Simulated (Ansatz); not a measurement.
# A hypothetical structure for MgPbO2, part 2 of 2

This structure for MgPbO2 is made up. Its elements were placed in a known structure type with a cell scaled to their sizes. What cell does the guess relax to, and how far off was it?

Ansatz 0.2.0; DFT, PBEsol, plane-wave PAW, files of the set soft_1, scalar-relativistic, no spin, cell and ions relaxed at zero pressure; PAW set soft_1 (the session's first sound run).

So far: Starting point; Relaxation of the guess. The relaxed cell has a = 3.428, c = 6.327 Å (conventional setting).

**3. Bands of the relaxed cell**

With the geometry fixed, one more self-consistent run, with a narrower smearing and the mesh shown in its input, gives the bands, and its pressure, and its forces where symmetry allows any, show how far the geometry depends on these settings.

This step: DFT, PBEsol, plane-wave PAW, files of the set soft_1, scalar-relativistic, no spin, bands and density of states at the relaxed cell; PAW set soft_1 (Ansatz 0.2.0).

The input, input.yaml:

```yaml
crystal:
  lattice:
    - [3.4277792485, 0.0, 0.0]
    - [-1.7138896242, 2.9685439078, 0.0]
    - [0.0, 0.0, 6.3268163235]
  atoms:
    - { symbol: Pb, position: [0.0, 0.0, 0.0093932643] }
    - { symbol: Mg, position: [0.6666666667, 0.3333333333, 0.5056493443] }
    - { symbol: O, position: [0.0, 0.0, 0.4367976567] }
    - { symbol: O, position: [0.6666666667, 0.3333333333, 0.8264597347] }
kpoints:
  mp_grid: { grid: [10, 10, 6] }
  band_path:
    path:
      - [[0.0, 0.0, 0.0], [0.5, 0.0, 0.0], [0.33333333, 0.33333333, 0.0], [0.0, 0.0, 0.0], [0.0, 0.0, 0.5], [0.5, 0.0, 0.5], [0.33333333, 0.33333333, 0.5], [0.0, 0.0, 0.5]]
      - [[0.5, 0.0, 0.5], [0.5, 0.0, 0.0]]
      - [[0.33333333, 0.33333333, 0.0], [0.33333333, 0.33333333, 0.5]]
    npoints: 8
scf:
  occupations: { method: fermi_dirac, width: 0.03 }
  n_extra_bands: 8
hamiltonian:
  xc: pbesol
  pseudopotentials: { kind: paw, azcp: { folder: soft_1 }, xc_functional: pbe }
output:
  forces: true
  stress: true
  write_bands: true
  dos: { projected: true }
  write_density: true
  write_potential: true
  elf: true
  volumetric_format: npy
```

Run with:

```sh
> ansatz run input.yaml --threads 4 --pin off --max-ram 8192MiB --backend cpu --events-out ev --progress --plain --runs-dir out
```

Numbers of over 12 decimals in the logs are rounded to 6 here.

The program printed:

```text
[...]
Crystal: 4 atoms, lattice volume = 64.379 Å³
Basis set: ecut = 420 eV, 1269 PW (Γ), exchange–correlation on 48×48×90 points (8 copies of the dense FFT grid, shifted against one another)
Bands: 26, of which v1, the nominal top of the filled ones, is band 18 counted from 1 (17 counted from 0)
Symmetry: 6 space group operations
[...]
k-points: 72 of 600 (time reversal used)
[...]
SCF iter   1: F=—  HF=-14793.573282 eV  |F-HF|=—  |Δ(HF+E_count)|=         —  Δρ=5.88e-2  dr2=3.70e0  ethr=3.10e-3  ⟨swp⟩=6.5  Hψ=9770  notcnv=0
[...]
SCF iter   8: F=-14792.446819 eV  HF=-14792.446819 eV  |F-HF|=3.50e-9  |Δ(HF+E_count)|=   1.67e-7  Δρ=6.32e-6  dr2=2.22e-8  ethr=2.78e-10  ⟨swp⟩=17.3  Hψ=17357  notcnv=0
SCF 1 converged in 8 iterations: F = -14792.446819 eV  dr2 = 2.22e-8
[...]
NSCF: frozen V_eff on 75 k-points
SCF converged after 8 iterations
Free energy (F): -14792.446819 eV
[...]
Internal energy: -14792.446819 eV  (E = F + TS)
E sigma→0 (E₀):  -14792.446819 eV
Entropy (-TS):   -0.000000 eV (-0.000 meV/atom)
Fermi energy:    8.088077 eV
[...]
--- Forces (eV/Å), atoms counted from 1 ---
  atom   1  Pb     0.00000000     0.00000000    -0.00185165
  atom   2  Mg    -0.00000000     0.00000000     0.00309805
  atom   3  O     -0.00000000     0.00000000     0.00011162
  atom   4  O     -0.00000000     0.00000000    -0.00141524
  max |Σ_I F_I| component: 5.72e-5 eV/Å
--- Stress (GPa, compression-positive) ---
       -0.046527      -0.000000       0.000000
       -0.000000      -0.046527       0.000000
        0.000000      -0.000000       0.025147
  P = ⅓ Tr σ = -0.0226 GPa (-0.226 kbar)
--- Band table (eV; the first three rows and the last of 72) ---
  k-point 0: bands = [... 14 lower, 5.0782, 5.4216, 6.2761, 6.2761, 10.2161, 12.2624, 15.6414, 15.6414, ... 4 higher]
  k-point 1: bands = [... 14 lower, 5.0815, 5.8916, 6.2732, 6.2732, 9.8746, 12.5700, 15.6265, 15.6265, ... 4 higher]
  k-point 2: bands = [... 14 lower, 5.0878, 6.2671, 6.2671, 6.5575, 9.2236, 13.1447, 15.5973, 15.5973, ... 4 higher]
  k-point 71: bands = [... 14 lower, 4.8743, 5.3173, 5.5699, 7.0116, 9.5518, 10.5823, 13.4356, 14.7392, ... 4 higher]
```

Wall time 4.6 s (4 threads of Arm Neoverse V2, shared host); peak memory 0.46 GiB; 17 s of CPU time.

This step gave:

| Property | Result |
| --- | --- |
| Fermi energy | 8.088 eV |
| gap by band count | 0.7946 eV |
| pressure | -0.02264 GPa |

From bands.tsv. Electronic bands along the path, in eV, zero at the valence top; v1 is the highest filled band, c1 the lowest empty one:

```csv
point,v4,v3,v2,v1,c1,c2,c3,c4
Γ,-2.65,-2.31,-1.45,-1.45,2.49,4.53,7.91,7.91
M,-3.39,-2.89,-1.70,-0.47,1.11,4.93,6.26,6.96
K,-2.95,-2.78,-2.64,0.00,1.69,2.86,6.56,7.06
Γ,-2.65,-2.31,-1.45,-1.45,2.49,4.53,7.91,7.91
A,-2.64,-1.47,-1.47,-0.80,1.12,5.74,7.85,7.85
L,-3.24,-2.41,-1.76,-0.82,0.74,4.90,6.34,6.74
H,-2.85,-2.46,-2.13,-0.71,1.91,2.60,5.81,7.01
A,-2.64,-1.47,-1.47,-0.80,1.12,5.74,7.85,7.85
jump to L,-3.24,-2.41,-1.76,-0.82,0.74,4.90,6.34,6.74
M,-3.39,-2.89,-1.70,-0.47,1.11,4.93,6.26,6.96
jump to K,-2.95,-2.78,-2.64,0.00,1.69,2.86,6.56,7.06
H,-2.85,-2.46,-2.13,-0.71,1.91,2.60,5.81,7.01
```

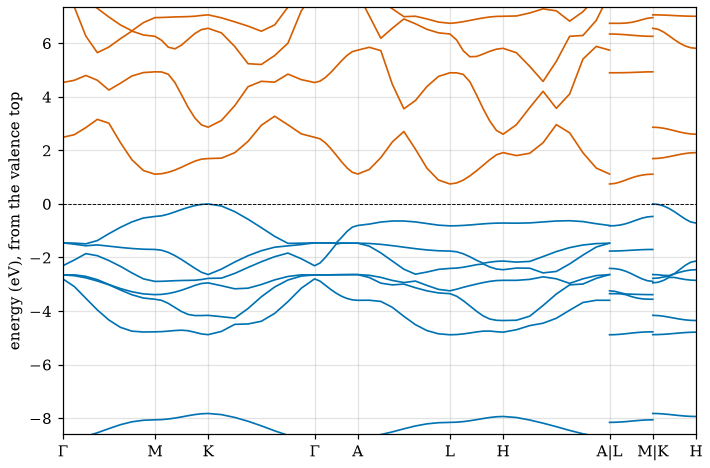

Electronic bands along the path; lines of filled and empty bands in two colours.

Counts of states for the cell as run, both spins, by energy window (eV from the valence-band top):

```csv
from,to,total
-8,-7,0.26
-7,-6,0.00
-6,-5,0.00
-5,-4,2.06
-4,-3,2.68
-3,-2,3.48
-2,-1,2.02
-1,0,1.76
0,1,0.03
1,2,1.07
2,3,0.85
3,4,0.56
4,5,1.43
```

Below -8 eV lie 23.7 more states.

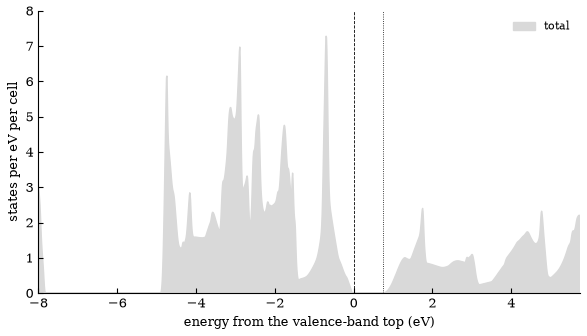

Total density of states, smoothed over about 0.04 eV. The dotted line marks the lowest empty level found on the path.

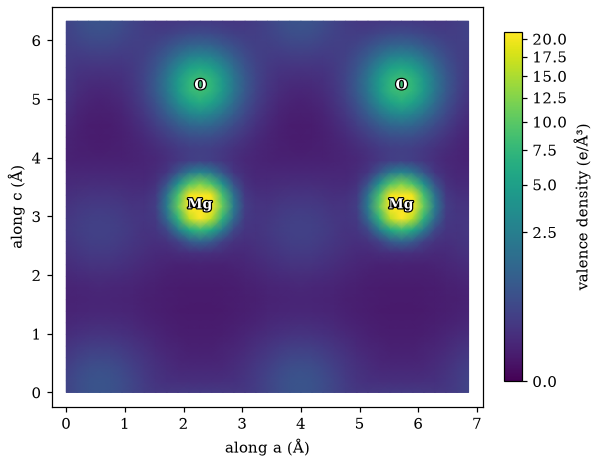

Valence density in the ac plane at fractional y = 0.333, with atoms of Mg and O within 0.2 Å of it. It is the smooth field of the valence electrons, not physical close to the nuclei. The colour scale is stretched toward low values.

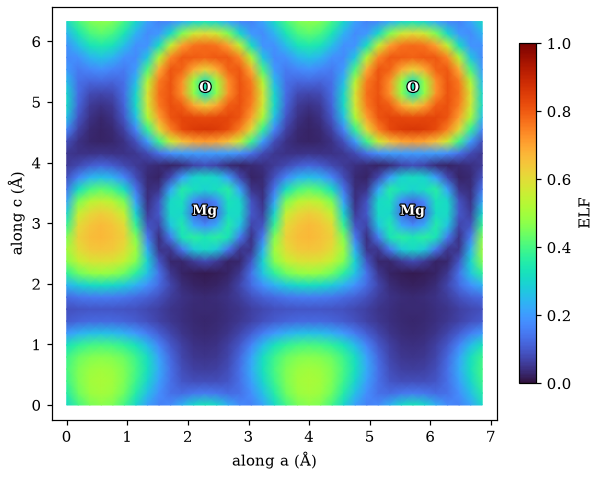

ELF in the ac plane at fractional y = 0.333, with atoms of Mg and O within 0.2 Å of it. It is the smooth field of the valence electrons, not physical close to the nuclei.

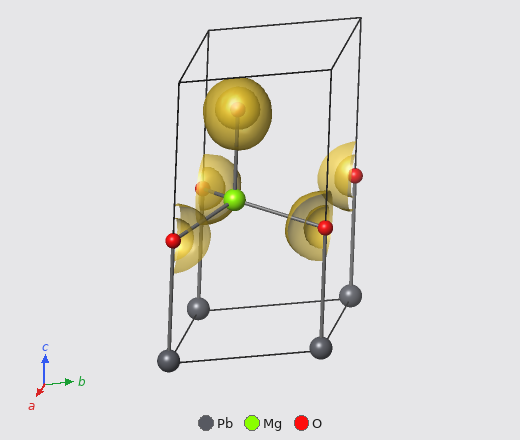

Surface of ELF = 0.78.

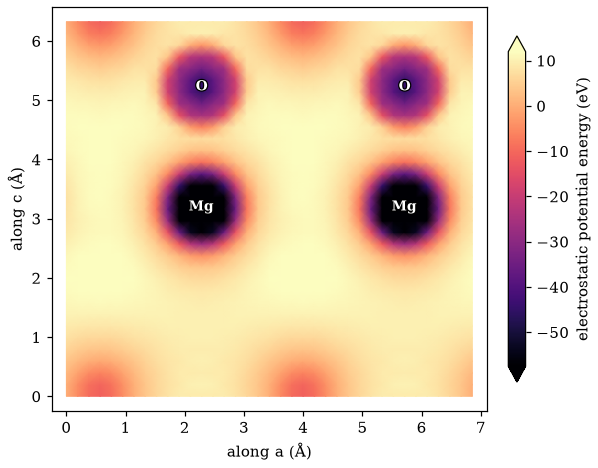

Electrostatic potential energy in the ac plane at fractional y = 0.333, with atoms of Mg and O within 0.2 Å of it. With pseudopotentials it is smooth inside the atoms' cores, unlike the true potential.

**4. Summary of results**

```yaml
space_group_relaxed: P3m1
conventional_cell: a = 3.428, b = 3.428, c = 6.327 Å; α = 90.0°, β = 90.0°, γ = 120.0°
volume_per_atom: 16.09 Å³ (guess 17.17)
```

What this shows: MgPbO2 relaxes to P3m1 with a = 3.428, b = 3.428 and c = 6.327 Å. The guessed volume was 7 % too large. The space group P3m1 was held in the relaxation, so the end point is a stationary structure within it and may be a saddle against distortions or other arrangements. It has an indirect Kohn–Sham gap of 0.74 eV, which semilocal functionals understate. On the 10×10×6 mesh with the narrower smearing (relaxed on 8×8×5) the largest force component is 0.003 eV/Å and the largest stress component is 0.047 GPa, within the relaxation's thresholds of 0.015 eV/Å and 0.05 GPa. The cutoff wasn't tested. Spin-orbit coupling is left out, which can matter for elements this heavy. No dispersion term is used, so weakly bound directions may come out too long. Nothing here tests whether the compound is stable against decomposition.

[Logs are printed without paths, hosts, clocks, repeated set-up lines and the standing remarks that a program may print on its own settings, such as how far it seeks lower states.]

[Hosts, paths, dates, database ids (printed as entryN), source tags and the programs' standing remarks are cut or masked in the printed files.]
